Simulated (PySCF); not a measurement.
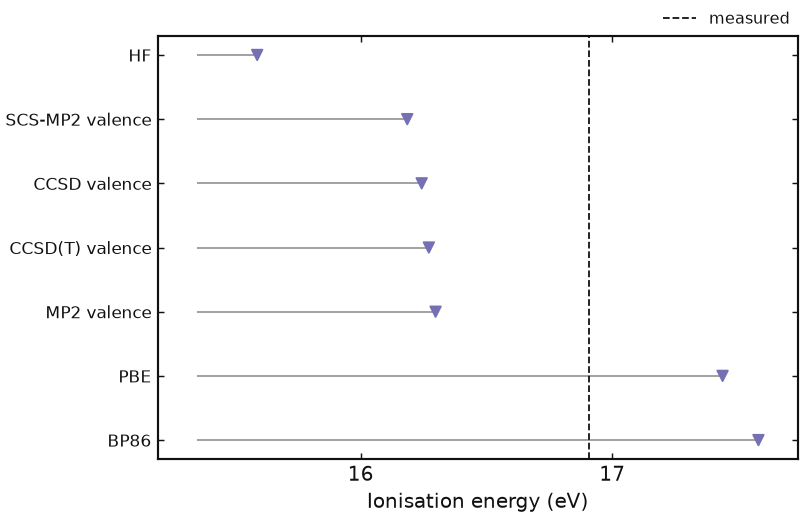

The ionisation energy of Cd⁺ ([Kr] 4d¹⁰ 5s → [Kr] 4d¹⁰) across levels of theory. PySCF, def2-SVP with a 28-electron core potential, unrestricted single determinants, no spin-orbit coupling. Methods marked “valence” freeze 8 core electrons.

How do the methods compare?

Answer. The values run from 15.59 eV (HF) to 17.58 eV (BP86). The measured value is 16.91 eV; nearest to it come PBE (+0.53) and MP2 valence (−0.61), furthest HF (−1.32 eV).

```json
{"Method": "HF", "Ionisation energy (eV)": "15.59"}
{"Method": "BP86", "Ionisation energy (eV)": "17.58"}
{"Method": "PBE", "Ionisation energy (eV)": "17.44"}
{"Method": "MP2 valence", "Ionisation energy (eV)": "16.30"}
{"Method": "SCS-MP2 valence", "Ionisation energy (eV)": "16.18"}
{"Method": "CCSD valence", "Ionisation energy (eV)": "16.24"}
{"Method": "CCSD(T) valence", "Ionisation energy (eV)": "16.27"}
```
